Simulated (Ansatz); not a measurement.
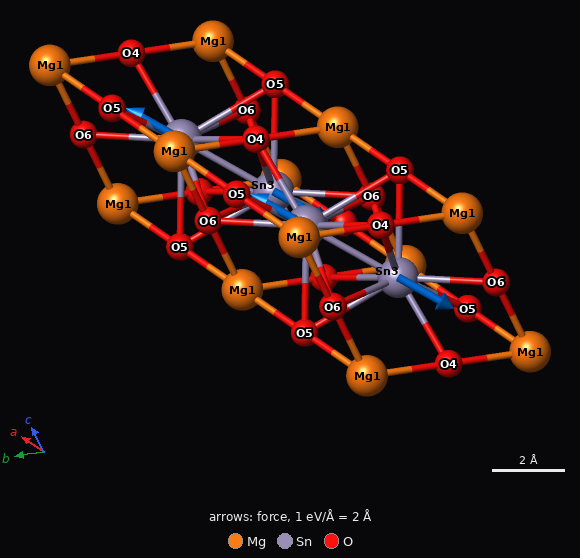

Starting geometry of a crystal of MgSn$_{2}$O$_{3}$ (a generated structure, set up in R-3m) (coarse preliminary run) with the computed forces as blue arrows. Style: ball-and-stick. Shown: the cell of the calculation, repeated 2 × 1 × 1 with one cell outlined, from a free direction.

Method: DFT PBE, scalar-relativistic, plane waves, PAW (Ansatz). Set-up: plane-wave cutoff 420 eV; k-point mesh 6 × 6 × 6; occupations gaussian; smearing width 0.1 eV; no spin polarisation; cell and atoms relaxed; force threshold 0.04 eV/Å; at most 70 steps.

Is this structure relaxed? If not, where do the atoms go?

It isn't relaxed: the largest force vector, on Sn atoms, is 0.92 eV/Å. The atoms end up moving mostly along the starting forces (cosine between the two patterns 1.00). The largest moves relative to the cell, 0.50 Å, are those of Sn atoms. O and Mg stay in place. Cell: a = b = c 4.948 → 4.554 Å (−8.0 %), α 65.4° → 80.8°, β 65.4° → 80.8°, γ 65.4° → 80.8°. Volume −4.8 %. Some distances before and after: O–Sn 2.827 → 2.174 Å, Sn–Sn 2.998 → 3.341 Å, O–Sn 3.065 → 3.392 Å, Mg–O 2.474 → 2.277 Å. Among the angles between lasting bonds that change: O–Mg–O 65.4° → 80.8°, O–Mg–O 114.6° → 99.2°. The space group stays R-3m (No. 166). After 9 accepted moves (11 points after the start) the energy has fallen by 7.637 eV per cell of the calculation. Largest force component: 0.92 eV/Å at the start, 0.00043 eV/Å at the end. The pressure goes from −8.97 to −0.05 GPa. At 2 points the geometry stayed and the basis and grid were re-selected for the new cell (energy shift of 71.7 meV per cell of the calculation at most each time). Cost: 85 s on 1 thread of Arm Neoverse V1 (shared host), peak memory 0.42 GiB.
